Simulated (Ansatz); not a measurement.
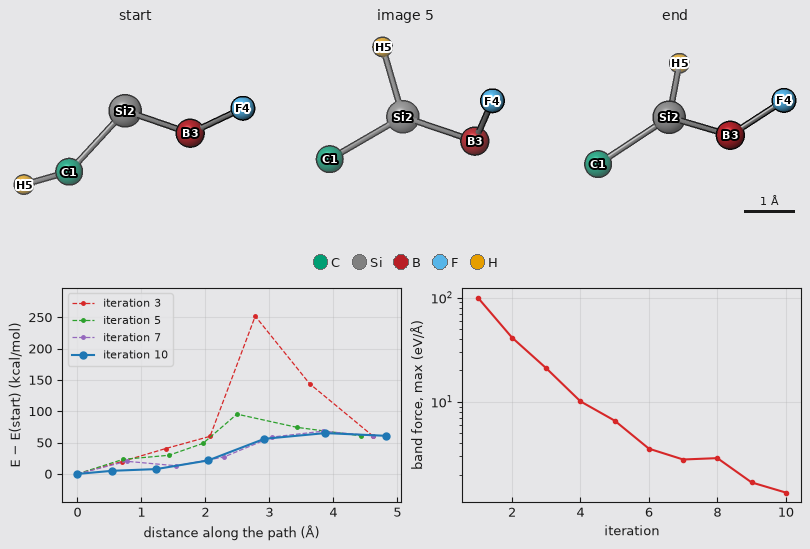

A search for the minimum-energy path of CHBFSi (multiplicity 2) by the nudged elastic band. Images are numbered from 0 (start) to 6 (end). The plot follows the band through its iterations. The picture is a ball-and-stick view, seen at a tilt.

All numbers below come from UKS PBE0/STO-3G (Ansatz 0.2.0). Settings: 5 movable images; climbing image; force threshold 0.03 eV/Å; iteration limit 10; starting path through a guess of the saddle point.

**Did the band converge, and can the barrier be trusted?**

The result isn't final. The band hadn't converged when the run stopped after 10 iterations. The largest component of the band force went from 100 to 1.3 eV/Å. The barrier read from it is provisional: over the last two iterations the highest image moved from 67.5 kcal/mol to 65.2 kcal/mol. The iteration limit was low. The first iteration put the highest image at 813.7 kcal/mol. The highest point, image 5, lies 65.2 kcal/mol above the start and 4.3 kcal/mol above the end; the end is at +60.9 kcal/mol relative to the start.

Limits of the set-up: STO-3G is a minimal basis, so the numbers are rough.
